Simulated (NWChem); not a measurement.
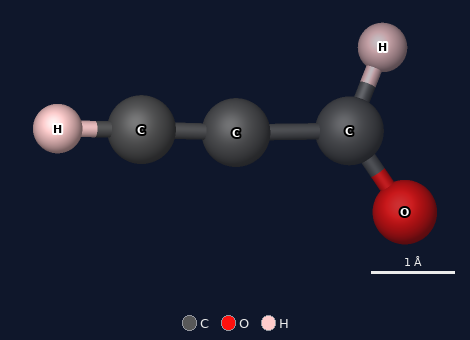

Figure 1. The structure as given in the input (ball-and-stick view, seen at a tilt). Bond lengths as drawn: C–C 1.20 to 1.44 Å, C–H 1.07 to 1.11 Å and C–O 1.20 Å.

**C₃H₂O: energy and gradient calculation**

C₃H₂O, computed with B3LYP/6-31G*, RKS (NWChem 7.3.0).

The geometry comes from this level: PBE0-D4/def2-TZVP.

Input:
```
start mol
title "C3H2O"
memory stack 880 mb heap 220 mb global 1100 mb
geometry noautosym nocenter noautoz
   C    -0.362100    1.068300   -1.031800
   C    -0.096200    0.205600   -0.238600
   C     0.272800   -0.794900    0.734400
   O    -0.319100   -1.829900    0.889400
   H    -0.613300    1.822400   -1.741500
   H     1.160000   -0.535700    1.342000
end
basis "ao basis" spherical bse
   * library 6-31G*
end
dft
   xc b3lyp
   grid xfine
   convergence energy 1e-08
   iterations 100
   mulliken
   print low
end
task dft gradient
```

Launch command:
```bash
nwchem mol.nw > mol.out
```

Log:
```
Northwest Computational Chemistry Package (NWChem) 7.3.0
             --------------------------------------------------------

           Job information
           ---------------

    nwchem branch   = 7.3.0
    use scalapack   = T
    input           = mol.nw
    prefix          = mol.
    data base       = ./mol.db
    status          = startup
    nproc           =        1

           Memory information
           ------------------

    heap     =     28835838 doubles =      220.0 Mbytes
    stack    =    115343355 doubles =      880.0 Mbytes
    global   =    144179200 doubles =     1100.0 Mbytes (distinct from heap & stack)
    total    =    288358393 doubles =     2200.0 Mbytes
    verify   = yes
    hardfail = no

           Directory information
           ---------------------

  0 permanent = .
  0 scratch   = .

                                NWChem Input Module
                                -------------------

                                       C3H2O
                                       -----

 Scaling coordinates for geometry "geometry" by  1.889725989
 (inverse scale =  0.529177249)

                             Geometry "geometry" -> ""
                             -------------------------

 Output coordinates in angstroms (scale by  1.889725989 to convert to a.u.)

  No.       Tag          Charge          X              Y              Z
 ---- ---------------- ---------- -------------- -------------- --------------
    1 C                    6.0000    -0.36210000     1.06830000    -1.03180000
    2 C                    6.0000    -0.09620000     0.20560000    -0.23860000
    3 C                    6.0000     0.27280000    -0.79490000     0.73440000
    4 O                    8.0000    -0.31910000    -1.82990000     0.88940000
    5 H                    1.0000    -0.61330000     1.82240000    -1.74150000
    6 H                    1.0000     1.16000000    -0.53570000     1.34200000

      Atomic Mass
      -----------

      C                 12.000000
      O                 15.994910
      H                  1.007825

 Effective nuclear repulsion energy (a.u.)      89.2712772906

            Nuclear Dipole moment (a.u.)
            ----------------------------
        X                 Y               Z
 ---------------- ---------------- ----------------
    -5.8942443310   -19.8014937713     6.6134740422

            XYZ format geometry
            -------------------
     6
 geometry
 C                    -0.36210000     1.06830000    -1.03180000
 C                    -0.09620000     0.20560000    -0.23860000
 C                     0.27280000    -0.79490000     0.73440000
 O                    -0.31910000    -1.82990000     0.88940000
 H                    -0.61330000     1.82240000    -1.74150000
 H                     1.16000000    -0.53570000     1.34200000

 ==============================================================================
                                internuclear distances
 ------------------------------------------------------------------------------
       center one      |      center two      | atomic units |  angstroms
 ------------------------------------------------------------------------------
    2 C                |   1 C                |     2.27091  |     1.20172
    3 C                |   2 C                |     2.72795  |     1.44357
    4 O                |   3 C                |     2.27207  |     1.20233
    5 H                |   1 C                |     2.01364  |     1.06557
    6 H                |   3 C                |     2.09025  |     1.10611
 ------------------------------------------------------------------------------
                         number of included internuclear distances:          5
 ==============================================================================

 ==============================================================================
                                 internuclear angles
 ------------------------------------------------------------------------------
        center 1       |       center 2       |       center 3       |  degrees
 ------------------------------------------------------------------------------
    2 C                |   1 C                |   5 H                |   178.93
    1 C                |   2 C                |   3 C                |   177.44
    2 C                |   3 C                |   4 O                |   123.89
    2 C                |   3 C                |   6 H                |   114.38
    4 O                |   3 C                |   6 H                |   121.72
 ------------------------------------------------------------------------------
                            number of included internuclear angles:          5
 ==============================================================================

 Summary of "ao basis" -> "" (spherical)
 ------------------------------------------------------------------------------
       Tag                 Description            Shells   Functions and Types
 ---------------- ------------------------------  ------  ---------------------
 *                           6-31G*                   on all atoms

                                 NWChem DFT Module
                                 -----------------

                                       C3H2O

                      Basis "ao basis" -> "ao basis" (spherical)
                      -----
  [basis functions not shown]

 Summary of "ao basis" -> "ao basis" (spherical)
 ------------------------------------------------------------------------------
       Tag                 Description            Shells   Functions and Types
 ---------------- ------------------------------  ------  ---------------------
 C                           6-31G*                  6       14   3s2p1d
 O                           6-31G*                  6       14   3s2p1d
 H                           6-31G*                  2        2   2s

  Caching 1-el integrals
   Time after variat. SCF:      0.1

     ---------------------------------------------
      Total Density - Mulliken Population Analysis
     ---------------------------------------------

    Atom       Charge   Shell Charges
 -----------   ------   -------------------------------------------------------
    1 C    6     6.34   2.00  0.75  1.83  0.70  1.03  0.03
    2 C    6     5.94   2.00  0.75  1.91  0.51  0.75  0.03
    3 C    6     5.35   2.00  0.69  1.52  0.48  0.58  0.08
    4 O    8     8.81   2.00  0.96  3.09  0.93  1.81  0.02
    5 H    1     0.72   0.42  0.29
    6 H    1     0.84   0.48  0.36
   Time prior to 1st pass:      0.1

           Memory utilization after 1st SCF pass:
           Heap Space remaining (MW):        0.00                  54
          Stack Space remaining (MW):      115.34           115342876

   convergence    iter        energy       DeltaE   RMS-Dens  Diis-err    time
 ---------------- ----- ----------------- --------- --------- ---------  ------
 d= 0,ls=0.0,diis     1   -190.5207042423 -2.80D+02  3.81D-02  9.55D-01     1.4
 d= 0,ls=0.0,diis     2   -190.2025769279  3.18D-01  2.54D-02  4.24D+00     2.5
 d= 0,ls=0.0,diis     3   -190.6357987712 -4.33D-01  3.55D-03  4.76D-02     3.5
 d= 0,ls=0.0,diis     4   -190.6395609743 -3.76D-03  1.41D-03  1.19D-02     4.7
 d= 0,ls=0.0,diis     5   -190.6409328354 -1.37D-03  4.33D-04  6.58D-04     6.0
  Resetting Diis
 d= 0,ls=0.0,diis     6   -190.6409863142 -5.35D-05  1.64D-04  3.44D-04     7.2
 d= 0,ls=0.0,diis     7   -190.6410292712 -4.30D-05  8.06D-05  6.55D-06     8.4
 d= 0,ls=0.0,diis     8   -190.6410277789  1.49D-06  4.84D-05  2.08D-05     9.5
 d= 0,ls=0.0,diis     9   -190.6410300462 -2.27D-06  1.19D-05  9.45D-07    10.5
 d= 0,ls=0.0,diis    10   -190.6410301463 -1.00D-07  2.16D-06  1.45D-08    11.7
 d= 0,ls=0.0,diis    11   -190.6410301472 -8.94D-10  1.15D-06  7.96D-09    12.9

         Total DFT energy =     -190.641030147181
      One electron energy =     -434.459536568533
           Coulomb energy =      180.083840210166
    Exchange-Corr. energy =      -25.536611079364
 Nuclear repulsion energy =       89.271277290550

 Numeric. integr. density =       27.999999998764

     Total iterative time =     12.8s

     ---------------------------------------------
      Total Density - Mulliken Population Analysis
     ---------------------------------------------

    Atom       Charge   Shell Charges
 -----------   ------   -------------------------------------------------------
    1 C    6     6.43   2.00  0.69  1.99  0.70  1.03  0.02
    2 C    6     5.70   2.00  0.69  2.04  0.46  0.48  0.03
    3 C    6     5.90   2.00  0.70  1.99  0.48  0.63  0.09
    4 O    8     8.33   2.00  0.93  2.86  0.94  1.58  0.03
    5 H    1     0.78   0.51  0.28
    6 H    1     0.87   0.53  0.33

     -------------------------------------------
      Total Density - Lowdin Population Analysis
     -------------------------------------------

    Atom       Charge   Shell Charges
 -----------   ------   -------------------------------------------------------
    1 C    6     6.12   1.99  0.56  1.79  0.46  1.27  0.05
    2 C    6     6.05   1.99  0.55  1.82  0.41  1.22  0.07
    3 C    6     5.96   1.98  0.53  1.76  0.40  1.07  0.21
    4 O    8     8.15   1.99  0.86  2.72  0.71  1.82  0.06
    5 H    1     0.82   0.47  0.36
    6 H    1     0.89   0.51  0.38

                         DFT ENERGY GRADIENTS

    atom               coordinates                        gradient
                 x          y          z           x          y          z
   1 C      -0.684270   2.018794  -1.949819    0.003623  -0.011627   0.010722
   2 C      -0.181792   0.388528  -0.450889   -0.003399   0.008248  -0.008331
   3 C       0.515517  -1.502143   1.387815   -0.009333  -0.014176   0.001041
   4 O      -0.603012  -3.458010   1.680722    0.010307   0.018997  -0.003328
   5 H      -1.158969   3.443837  -3.290958    0.000439  -0.000898   0.000969
   6 H       2.192082  -1.012326   2.536012   -0.001637  -0.000545  -0.001073

 Task  times  cpu:       15.2s     wall:       15.2s
 Total times  cpu:       15.2s     wall:       15.2s
```

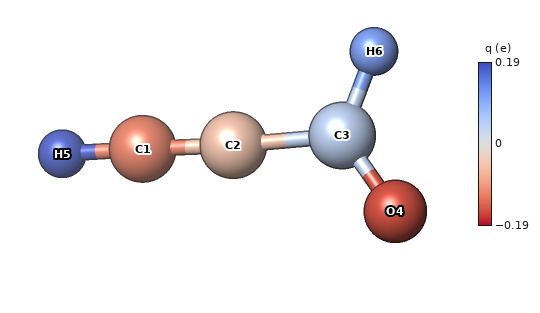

Figure 2. Löwdin charges, as the colour of each atom (ball-and-stick view, seen at a tilt; atoms are numbered from 1 in the order of the input). By element: C −0.12 to +0.04, O −0.15 and H +0.11 to +0.18 e.

Key numbers:

```tsv
quantity	value
outcome	converged
total energy	−190.641030 hartree
largest force	1.124 eV/Å
hardware	1 thread of INTEL XEON PLATINUM @ 2.10GHz (Emerald Rapids), 24 GiB of memory available, shared host
wall time	16 s
peak memory	0.13 GiB
```
